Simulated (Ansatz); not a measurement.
AlBrF2···H2O

Input

```
crystal:
  periodic: [false, false, false]
  atoms:
    - { symbol: Al, position_ang: [0.0, 0.0, 0.0] }
    - { symbol: O, position_ang: [0.0, 0.0, 2.13] }
    - { symbol: H, position_ang: [-0.9095, -0.2814, 2.4671] }
    - { symbol: F, position_ang: [1.4635, 0.0, -0.845] }
    - { symbol: F, position_ang: [-1.4635, 0.0, -0.845] }
    - { symbol: Br, position_ang: [0.1215, 2.5689, 0.8545] }
    - { symbol: H, position_ang: [0.0592, 1.2514, 2.0086] }
basis:
  gaussian: { orbitals: def2-SVP }
hamiltonian:
  xc: pbe
  dispersion: d4
relax:
  f_tol: 0.15
  max_steps: 25
  restrain:
    - { distance: [0, 5], at: 2.41, k: 30.0 }
    - { distance: [6, 1], at: 1.01, k: 30.0 }
    - { distance: [0, 1], at: 2.98, k: 30.0 }
    - { distance: [6, 5], at: 2.75, k: 30.0 }
output:
  orbitals: {}
```

Run with:

```sh
ansatz run input.yaml --threads 2 --pin off --max-ram 3072MiB --backend cpu --events-out ev --progress --plain --runs-dir out
```

The fields are those of the run's last geometry, not of the input's.

Not at a stationary point (largest force 1.5 eV/Å).

Theory: RKS PBE-D4/def2-SVP in Ansatz.

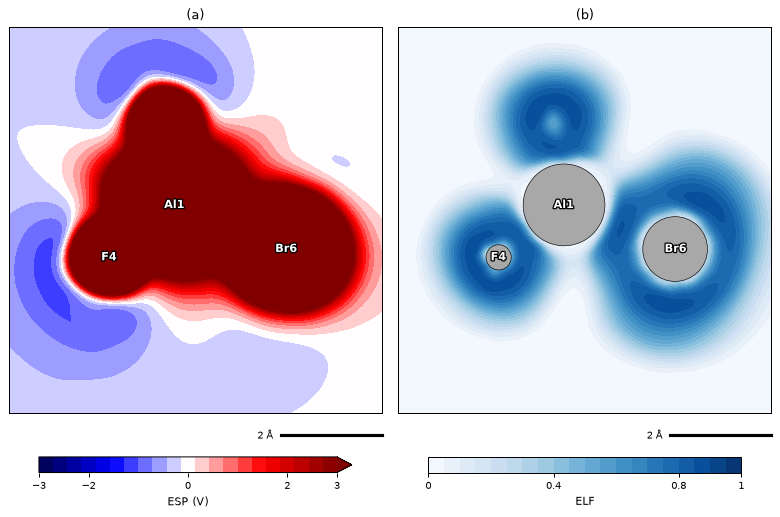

Figure 1. (a) molecular electrostatic potential; (b) ELF on the plane of atoms F4, Al1 and Br6. Grey discs cover the atomic cores in the ELF map.

> Read the bonding off the picture.

- The plane passes through Al, F and Br nuclei.
- Al–F (1.66 Å): the ELF peaks at about 0.85 in the valence shell of F, 0.5 Å from its nucleus, and is about 0.25 at the midpoint.
- Al–Br (2.37 Å): the ELF peaks at about 0.85 in the valence shell of Br, 1.2 Å from its nucleus, and is about 0.85 at the midpoint.
- The ELF also peaks beside Br6, F4 and F5, away from the bonds: lone-pair regions.
- Outside the dense part of the complex the potential is most negative (−1.1 V) near F4.

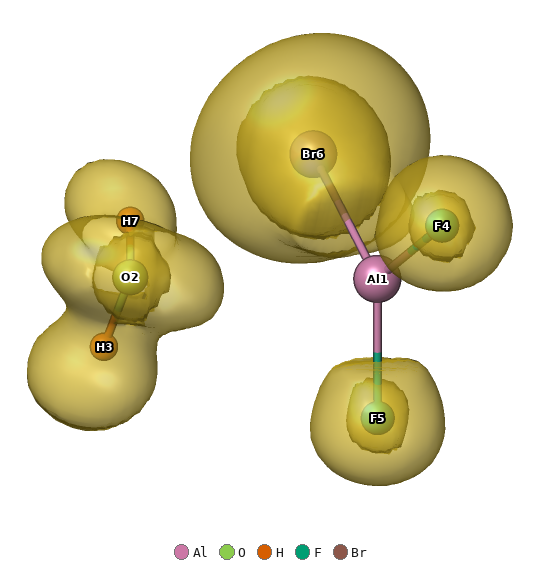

Figure 2. Isosurface of the ELF at 0.75 (yellow), seen at a tilt. Core shells and regions of very low density are left out.

> Identify the bonds, lone pairs and shells in this picture.

At this value the surface marks out one region on Br in which the atom's valence shell and bonds are merged, two regions wrapped around F (the valence shell of each) and one joined region spread over several atoms (H, O), in which their bonds and any lone pairs are merged. Profiles from the grid: Al1···O2 (2.95 Å): the ELF is about 0.20 at the midpoint.

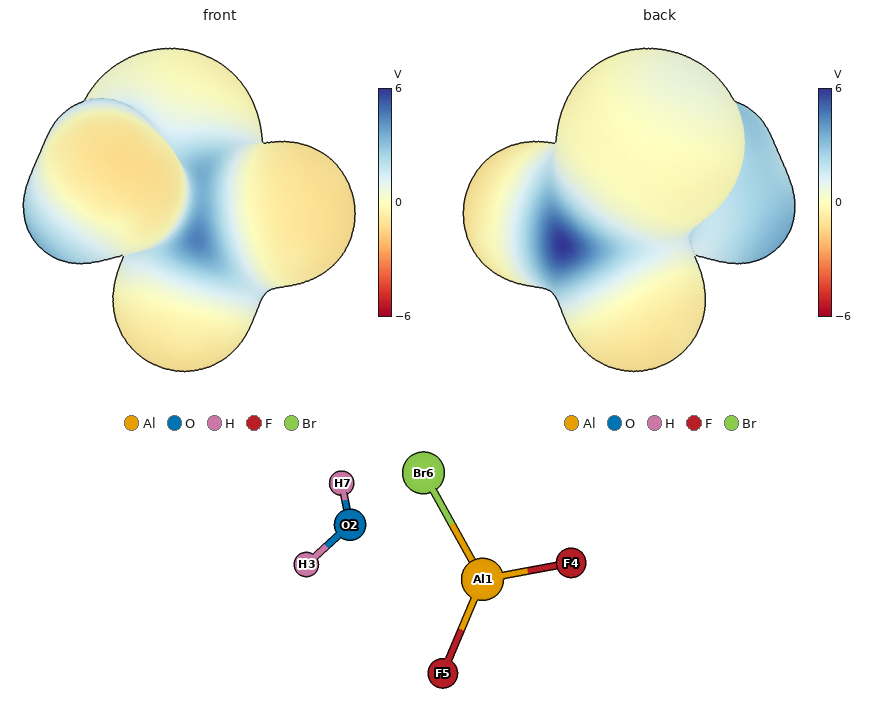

Figure 3. The electrostatic potential painted on the density surface at 0.004 e/bohr³, seen from the front and from behind; red is negative and blue positive. The bare structure is drawn below in the same view.

> Which sites attract a positive test charge, and which a negative one?

A positive charge is drawn to the negative regions and a negative charge to the positive ones. The most negative region (about −1.2 V) lies over O2, the most positive (about +5.4 V) over Al1. O2 is the likeliest acceptor of a hydrogen bond.
